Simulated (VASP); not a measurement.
Band structure of AsIr (space group P-6m2). Level of theory: PBE GGA, VASP's PBE PAW potentials (set 64) (plane waves; VASP).

Unless said otherwise, spin-orbit coupling is left out, though it shifts the bands of the heavy elements here.

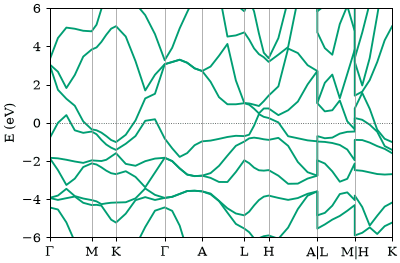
*Bands along high-symmetry lines, zero at the valence-band maximum or, without a gap, the Fermi level*

Read the plot: is there a gap, and where are the band edges?

It has no gap at this level: it comes out as a metal or semimetal.

The structure was generated: AsIr was put into an ordered model structure, which need not be its known phase. The cell was not relaxed at this level. The k-mesh is coarse (spacing up to 0.38 per Å, 2π included), so the numbers may not be converged in it.
